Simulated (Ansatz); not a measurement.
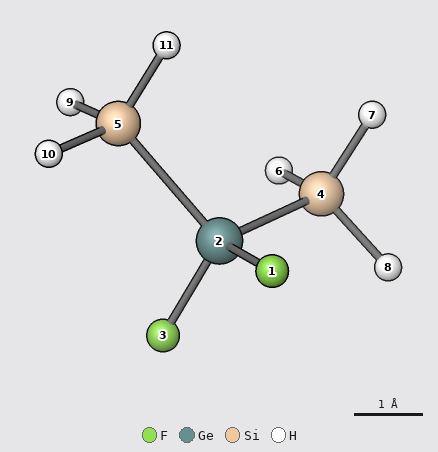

This is the input geometry for a relaxation of GeSi2H6F2 (coarse preliminary run). The picture is a ball-and-stick view, seen from a free direction.

The start comes from a force field.

All numbers below come from Ansatz, RKS PBE-D4/def2-SVP.

Input file:
```yaml
crystal:
  periodic: [false, false, false]
  atoms:
    - {symbol: F, position_ang: [0.637600, -2.347900, -0.506100]}
    - {symbol: Ge, position_ang: [0.246800, -0.835300, 0.378900]}
    - {symbol: F, position_ang: [0.431400, -1.127500, 2.083400]}
    - {symbol: Si, position_ang: [-1.851300, -0.152100, -0.028400]}
    - {symbol: Si, position_ang: [1.696700, 0.832700, -0.319500]}
    - {symbol: H, position_ang: [-2.201900, 1.087000, 0.724000]}
    - {symbol: H, position_ang: [-2.070300, 0.090900, -1.459300]}
    - {symbol: H, position_ang: [-2.812900, -1.203500, 0.399100]}
    - {symbol: H, position_ang: [1.407400, 2.086800, 0.491600]}
    - {symbol: H, position_ang: [3.083800, 0.424100, -0.024800]}
    - {symbol: H, position_ang: [1.498000, 1.087700, -1.718100]}
basis:
  gaussian: {orbitals: def2-SVP}
hamiltonian: {xc: pbe, dispersion: d4}
relax: {f_tol: 0.03, max_steps: 200}
```

Launched with:
```bash
ansatz run in.yaml --threads 4 --pin off --events-out ev --progress --plain --max-ram 11315MiB
```

**Predict the outcome.**

After 4 geometry steps the energy has fallen by 41.0 kJ/mol. Largest force component: 2.1 eV/Å at the start, 0.023 eV/Å at the end. H11 moves most after the best rigid fit: 0.33 Å. Largest moves by element: H 0.33 Å, Si 0.29 Å, Ge 0.17 Å, F 0.16 Å. Among the contacts that change: Ge2–Si4 2.244 → 2.404 Å, Ge2–Si5 2.318 → 2.404 Å, Si5–H11 1.435 → 1.504 Å, Si4–H7 1.468 → 1.504 Å. Bond angles that change, for instance: Si4–Ge2–Si5 108.1° → 122.6°, F1–Ge2–F3 108.6° → 103.5°, F1–Ge2–Si4 111.7° → 107.3°.

The structure at the end:

```xyz
11

F     0.5801   -2.2011   -0.5040
Ge    0.2154   -0.6795    0.3156
F     0.4445   -1.0652    2.0242
Si   -2.1247   -0.2356   -0.0090
Si    1.9297    0.8901   -0.2971
H    -2.4831    1.0049    0.7625
H    -2.3639   -0.0024   -1.4755
H    -2.9273   -1.4074    0.4759
H     1.7032    2.1631    0.4712
H     3.2751    0.3104    0.0286
H     1.8163    1.1655   -1.7715
```

After the run, drawn alike:

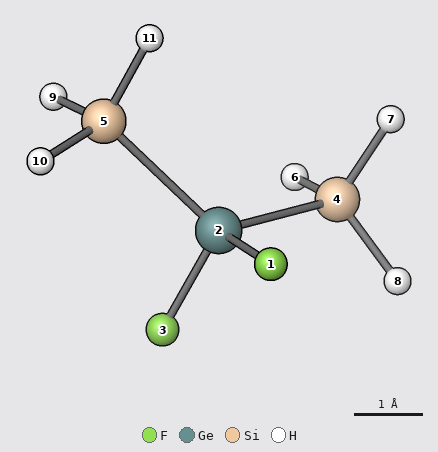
